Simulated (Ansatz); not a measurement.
**Geometry relaxation of C₂H₁₀BNOSi (part 1 of 2)**

C₂H₁₀BNOSi, computed with RKS PBE0/STO-3G (Ansatz 0.2.0).

It belongs to a series of runs on one base structure; here: start relaxed. Figures and captions count atoms from 1; the log counts them from 0 in places.

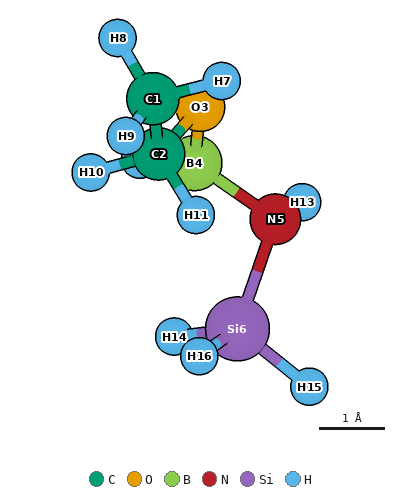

The starting structure (ball-and-stick view, seen at an oblique angle; atoms are numbered from 1 in the order of the input).

Summary:

```json
{"quantity": "outcome", "value": "converged"}
{"quantity": "total energy", "value": "−14147.7634 eV"}
{"quantity": "mean-field energy", "value": "−14147.7634 eV"}
{"quantity": "largest force (length of the vector) at the end", "value": "0.013 eV/Å"}
{"quantity": "hardware", "value": "1 thread of Arm Neoverse V2, 128 GiB of memory available, shared host"}
{"quantity": "wall time", "value": "2.2 min"}
{"quantity": "peak memory", "value": "0.17 GiB"}
```

Input:
```yaml
crystal:
  periodic: [false, false, false]
  atoms:
    - { symbol: C, position_ang: [-0.2846, -2.5876, -1.2252] }
    - { symbol: C, position_ang: [0.1119, -1.2604, -0.5583] }
    - { symbol: O, position_ang: [-0.3186, -0.1565, -1.3568] }
    - { symbol: B, position_ang: [0.2419, 1.0913, -0.6922] }
    - { symbol: "N", position_ang: [-0.7499, 1.8006, 0.2649] }
    - { symbol: Si, position_ang: [0.0949, 1.9326, 1.8561] }
    - { symbol: H, position_ang: [-1.4119, -2.5484, -1.3394] }
    - { symbol: H, position_ang: [0.169, -2.6055, -2.2499] }
    - { symbol: H, position_ang: [-0.0199, -3.401, -0.5854] }
    - { symbol: H, position_ang: [1.2285, -1.2948, -0.429] }
    - { symbol: H, position_ang: [-0.3662, -1.2232, 0.4744] }
    - { symbol: H, position_ang: [1.2449, 1.5422, -0.947] }
    - { symbol: H, position_ang: [-0.9157, 2.809, -0.0907] }
    - { symbol: H, position_ang: [1.3393, 2.6529, 1.7105] }
    - { symbol: H, position_ang: [-0.7535, 2.6264, 2.8195] }
    - { symbol: H, position_ang: [0.3671, 0.5997, 2.3928] }
basis:
  gaussian: { orbitals: STO-3G }
hamiltonian:
  xc: pbe0
relax:
  f_tol: 0.02
  max_steps: 40
scf:
  lower_state_search: "off"
output:
  orbitals: {}
```

Launched with:
```bash
ansatz run input.yaml --threads 1 --pin off --max-ram 2048MiB --backend cpu --events-out ev --progress --plain --runs-dir out
```

Log:
```
The last accepted step is kept in [file] (removed where the run ends without a failure and the disk answers)
Engine: ansatz 0.2.0, aarch64-unknown-linux-gnu
Functional definition: PBE0
  parameter a = 0.25
  parameter kappa = 0.804
  parameter beta = 0.06672455060314922
  exchange = (1 - a)*pbe_x(kappa = kappa, mu = beta*pi^2/3) + a*exact_x
  correlation = pbe_c(beta = beta)
these checks for a lower state are left out or cut short: stability, starts, cluster_reference, orbital_swaps, neighbouring_geometries, increment
650 factors; integrals over basis functions are off by at most 1.9e-5 eV
mean field evaluation 1: about -14142.1355 eV, gradient 3.0e1 eV
mean field evaluation 2: about -14141.0750 eV, gradient 3.7e1 eV
mean field evaluation 4: about -14144.9297 eV, gradient 1.2e0 eV
mean field evaluation 8: about -14144.8639 eV, gradient 4.1e-2 eV
mean field evaluation 16: about -14144.8639 eV, gradient 3.8e-6 eV
mean field -14144.86387543 eV, -519.8141596889 hartree, gradient 3.8e-6 eV, S^2 0.000000; 0 other end points of the search recorded, 0 dependent functions left out
the calculation of the forces begins
reference -14144.86389671 eV, -519.8141604709 hartree; 28, 28 occupied and 16, 16 virtual orbitals, 650 factors
relax step   1: F+E_penalty+E_count = -14144.86387543 eV  Δ(F+E_penalty+E_count) = +0.000e0 eV  max|allowed force component| = 5.379e0 eV/Å  Δτ_max = 0.0000 Å  (14 SCF iters, accepted)
these checks for a lower state are left out or cut short: stability, starts, cluster_reference, orbital_swaps, neighbouring_geometries, increment
650 factors; integrals over basis functions are off by at most 2.1e-5 eV
mean field -14145.54850639 eV, -519.8393194128 hartree, gradient 5.4e-6 eV, S^2 0.000000; 0 other end points of the search recorded, 0 dependent functions left out
[... from here on the field's lines of each further geometry are left out, up to the last ...]
relax step   2: F+E_penalty+E_count = -14145.54850639 eV  Δ(F+E_penalty+E_count) = -6.846e-1 eV  max|allowed force component| = 2.033e0 eV/Å  Δτ_max = 0.1914 Å  (19 SCF iters, accepted)
relax step   3: F+E_penalty+E_count = -14145.80670273 eV  Δ(F+E_penalty+E_count) = -2.582e-1 eV  max|allowed force component| = 1.149e0 eV/Å  Δτ_max = 0.1950 Å  (18 SCF iters, accepted)
relax step   4: F+E_penalty+E_count = -14146.05327574 eV  Δ(F+E_penalty+E_count) = -2.466e-1 eV  max|allowed force component| = 1.078e0 eV/Å  Δτ_max = 0.1936 Å  (18 SCF iters, accepted)
relax step   5: F+E_penalty+E_count = -14146.34015469 eV  Δ(F+E_penalty+E_count) = -2.869e-1 eV  max|allowed force component| = 9.616e-1 eV/Å  Δτ_max = 0.1949 Å  (17 SCF iters, accepted)
relax step   6: F+E_penalty+E_count = -14146.60713050 eV  Δ(F+E_penalty+E_count) = -2.670e-1 eV  max|allowed force component| = 9.578e-1 eV/Å  Δτ_max = 0.1950 Å  (18 SCF iters, accepted)
relax step   7: F+E_penalty+E_count = -14146.89221028 eV  Δ(F+E_penalty+E_count) = -2.851e-1 eV  max|allowed force component| = 9.637e-1 eV/Å  Δτ_max = 0.1999 Å  (23 SCF iters, accepted)
relax step   8: F+E_penalty+E_count = -14147.08174791 eV  Δ(F+E_penalty+E_count) = -1.895e-1 eV  max|allowed force component| = 9.442e-1 eV/Å  Δτ_max = 0.2000 Å  (18 SCF iters, accepted)
relax step   9: F+E_penalty+E_count = -14147.22786703 eV  Δ(F+E_penalty+E_count) = -1.461e-1 eV  max|allowed force component| = 1.442e0 eV/Å  Δτ_max = 0.1907 Å  (18 SCF iters, accepted)
relax step  10: F+E_penalty+E_count = -14147.37288250 eV  Δ(F+E_penalty+E_count) = -1.450e-1 eV  max|allowed force component| = 1.027e0 eV/Å  Δτ_max = 0.1949 Å  (18 SCF iters, accepted)
relax step  11: F+E_penalty+E_count = -14147.51324855 eV  Δ(F+E_penalty+E_count) = -1.404e-1 eV  max|allowed force component| = 4.009e-1 eV/Å  Δτ_max = 0.2000 Å  (18 SCF iters, accepted)
relax step  12: F+E_penalty+E_count = -14147.61068430 eV  Δ(F+E_penalty+E_count) = -9.744e-2 eV  max|allowed force component| = 3.275e-1 eV/Å  Δτ_max = 0.2000 Å  (18 SCF iters, accepted)
relax step  13: F+E_penalty+E_count = -14147.68291707 eV  Δ(F+E_penalty+E_count) = -7.223e-2 eV  max|allowed force component| = 3.363e-1 eV/Å  Δτ_max = 0.1901 Å  (18 SCF iters, accepted)
relax step  14: F+E_penalty+E_count = -14147.69290483 eV  Δ(F+E_penalty+E_count) = -9.988e-3 eV  max|allowed force component| = 8.269e-1 eV/Å  Δτ_max = 0.1981 Å  (17 SCF iters, accepted)
relax step  15: F+E_penalty+E_count = -14147.72596237 eV  Δ(F+E_penalty+E_count) = -3.306e-2 eV  max|allowed force component| = 4.919e-1 eV/Å  Δτ_max = 0.2000 Å  (17 SCF iters, accepted)
relax step  16: F+E_penalty+E_count = -14147.74849344 eV  Δ(F+E_penalty+E_count) = -2.253e-2 eV  max|allowed force component| = 3.777e-1 eV/Å  Δτ_max = 0.0667 Å  (17 SCF iters, accepted)
relax step  17: F+E_penalty+E_count = -14147.75186338 eV  Δ(F+E_penalty+E_count) = -3.370e-3 eV  max|allowed force component| = 7.256e-2 eV/Å  Δτ_max = 0.0528 Å  (18 SCF iters, accepted)
relax step  18: F+E_penalty+E_count = -14147.75312484 eV  Δ(F+E_penalty+E_count) = -1.261e-3 eV  max|allowed force component| = 2.229e-2 eV/Å  Δτ_max = 0.0330 Å  (18 SCF iters, accepted)
relax step  19: F+E_penalty+E_count = -14147.75361032 eV  Δ(F+E_penalty+E_count) = -4.855e-4 eV  max|allowed force component| = 2.488e-2 eV/Å  Δτ_max = 0.0241 Å  (18 SCF iters, accepted)
relax step  20: F+E_penalty+E_count = -14147.75437910 eV  Δ(F+E_penalty+E_count) = -7.688e-4 eV  max|allowed force component| = 5.004e-2 eV/Å  Δτ_max = 0.0818 Å  (17 SCF iters, accepted)
relax step  21: F+E_penalty+E_count = -14147.75485548 eV  Δ(F+E_penalty+E_count) = -4.764e-4 eV  max|allowed force component| = 4.920e-2 eV/Å  Δτ_max = 0.0311 Å  (18 SCF iters, accepted)
relax step  22: F+E_penalty+E_count = -14147.75556275 eV  Δ(F+E_penalty+E_count) = -7.073e-4 eV  max|allowed force component| = 1.118e-1 eV/Å  Δτ_max = 0.1230 Å  (17 SCF iters, accepted)
relax step  23: F+E_penalty+E_count = -14147.75607733 eV  Δ(F+E_penalty+E_count) = -5.146e-4 eV  max|allowed force component| = 7.662e-2 eV/Å  Δτ_max = 0.0113 Å  (12 SCF iters, accepted)
relax step  24: F+E_penalty+E_count = -14147.75674249 eV  Δ(F+E_penalty+E_count) = -6.652e-4 eV  max|allowed force component| = 2.486e-2 eV/Å  Δτ_max = 0.0180 Å  (19 SCF iters, accepted)
relax step  25: F+E_penalty+E_count = -14147.75745437 eV  Δ(F+E_penalty+E_count) = -7.119e-4 eV  max|allowed force component| = 2.011e-2 eV/Å  Δτ_max = 0.0560 Å  (17 SCF iters, accepted)
relax step  26: F+E_penalty+E_count = -14147.75345177 eV  Δ(F+E_penalty+E_count) = +4.003e-3 eV  max|allowed force component| = 2.955e-1 eV/Å  Δτ_max = 0.1962 Å  (16 SCF iters, rejected (line search))
relax step  27: F+E_penalty+E_count = -14147.75740401 eV  Δ(F+E_penalty+E_count) = +5.036e-5 eV  max|allowed force component| = 6.375e-2 eV/Å  Δτ_max = 0.0028 Å  (13 SCF iters, rejected (line search))
relax step  28: F+E_penalty+E_count = -14147.75752071 eV  Δ(F+E_penalty+E_count) = -6.634e-5 eV  max|allowed force component| = 5.719e-3 eV/Å  Δτ_max = 0.0014 Å  (13 SCF iters, accepted)
relax step  29: F+E_penalty+E_count = -14147.75846531 eV  Δ(F+E_penalty+E_count) = -9.446e-4 eV  max|allowed force component| = 6.868e-2 eV/Å  Δτ_max = 0.0977 Å  (17 SCF iters, accepted)
relax step  30: F+E_penalty+E_count = -14147.75820773 eV  Δ(F+E_penalty+E_count) = +2.576e-4 eV  max|allowed force component| = 1.650e-1 eV/Å  Δτ_max = 0.1158 Å  (17 SCF iters, rejected (line search))
relax step  31: F+E_penalty+E_count = -14147.75937793 eV  Δ(F+E_penalty+E_count) = -9.126e-4 eV  max|allowed force component| = 3.633e-2 eV/Å  Δτ_max = 0.0563 Å  (18 SCF iters, accepted)
relax step  32: F+E_penalty+E_count = -14147.76013572 eV  Δ(F+E_penalty+E_count) = -7.578e-4 eV  max|allowed force component| = 6.704e-2 eV/Å  Δτ_max = 0.0720 Å  (17 SCF iters, accepted)
relax step  33: F+E_penalty+E_count = -14147.76041172 eV  Δ(F+E_penalty+E_count) = -2.760e-4 eV  max|allowed force component| = 1.387e-1 eV/Å  Δτ_max = 0.1096 Å  (17 SCF iters, accepted)
relax step  34: F+E_penalty+E_count = -14147.76136795 eV  Δ(F+E_penalty+E_count) = -9.562e-4 eV  max|allowed force component| = 7.289e-2 eV/Å  Δτ_max = 0.0176 Å  (11 SCF iters, accepted)
relax step  35: F+E_penalty+E_count = -14147.76202914 eV  Δ(F+E_penalty+E_count) = -6.612e-4 eV  max|allowed force component| = 1.857e-2 eV/Å  Δτ_max = 0.0273 Å  (19 SCF iters, accepted)
relax step  36: F+E_penalty+E_count = -14147.76330105 eV  Δ(F+E_penalty+E_count) = -1.272e-3 eV  max|allowed force component| = 3.525e-2 eV/Å  Δτ_max = 0.0953 Å  (17 SCF iters, accepted)
relax step  37: F+E_penalty+E_count = -14147.75978844 eV  Δ(F+E_penalty+E_count) = +3.513e-3 eV  max|allowed force component| = 2.796e-1 eV/Å  Δτ_max = 0.1976 Å  (16 SCF iters, rejected (line search))
the calculation of the forces begins
reference -14147.76165674 eV, -519.9206511878 hartree; 28, 28 occupied and 16, 16 virtual orbitals, 653 factors
relax step  38: F+E_penalty+E_count = -14147.76163459 eV  Δ(F+E_penalty+E_count) = +1.666e-3 eV  max|allowed force component| = 1.599e-1 eV/Å  Δτ_max = 0.0077 Å  (14 SCF iters, rejected (line search))
these checks for a lower state are left out or cut short: stability, starts, cluster_reference, orbital_swaps, neighbouring_geometries, increment
653 factors; integrals over basis functions are off by at most 3.8e-5 eV
mean field -14147.76341826 eV, -519.9207159227 hartree, gradient 2.1e-6 eV, S^2 0.000000; 0 other end points of the search recorded, 0 dependent functions left out
the calculation of the forces begins
reference -14147.76344040 eV, -519.9207167362 hartree; 28, 28 occupied and 16, 16 virtual orbitals, 653 factors
relax step  39: F+E_penalty+E_count = -14147.76341826 eV  Δ(F+E_penalty+E_count) = -1.172e-4 eV  max|allowed force component| = 1.265e-2 eV/Å  Δτ_max = 0.0037 Å  (12 SCF iters, accepted)
```

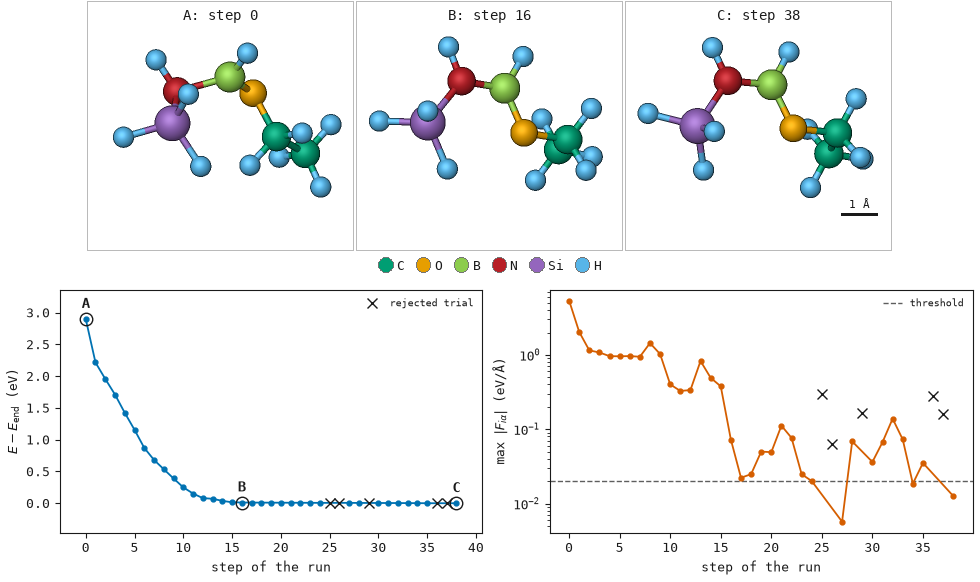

Frames of the relaxation (ball-and-stick view, seen at a tilt) above the curves, on which the letters mark them (the first geometry is step 0 here and step 1 in the log).

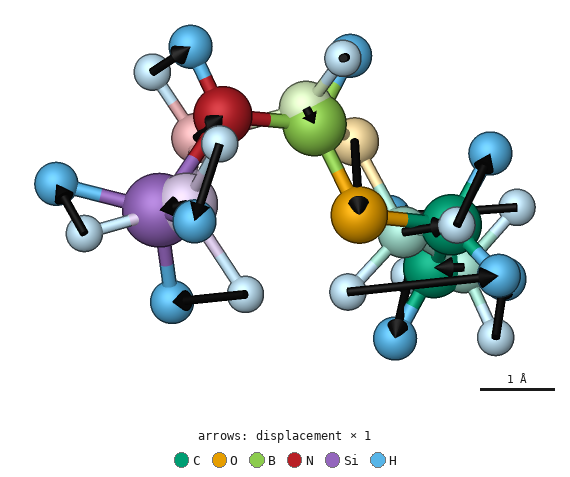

Start (faint) and end (solid) with the displacements as black arrows, at true length (ball-and-stick view, seen at a tilt). The two geometries are laid on each other by the best rigid fit. The energy falls by 2.900 eV in 38 geometry steps. Largest force component: 5.4 eV/Å at the start, 0.013 eV/Å at the end. The line search rejected the trial steps at points 25, 26, 29, 36, 37 (counted from 0) and went back. H11 moves most after the best rigid fit: 2.15 Å. Largest moves by element: H 2.15 Å, O 1.67 Å, C 0.72 Å, N 0.69 Å, Si 0.43 Å, B 0.25 Å. Among the contacts that change: B4–N5 1.550 → 1.405 Å, O3–B4 1.521 → 1.377 Å, N5–H13 1.082 → 1.034 Å, N5–Si6 1.806 → 1.760 Å. Among the angles that change: B4–N5–Si6 106.1° → 126.4°, C2–O3–B4 106.2° → 116.4°, Si6–N5–H13 107.0° → 116.7°. (Atoms are counted from 1 in the order of the input.)
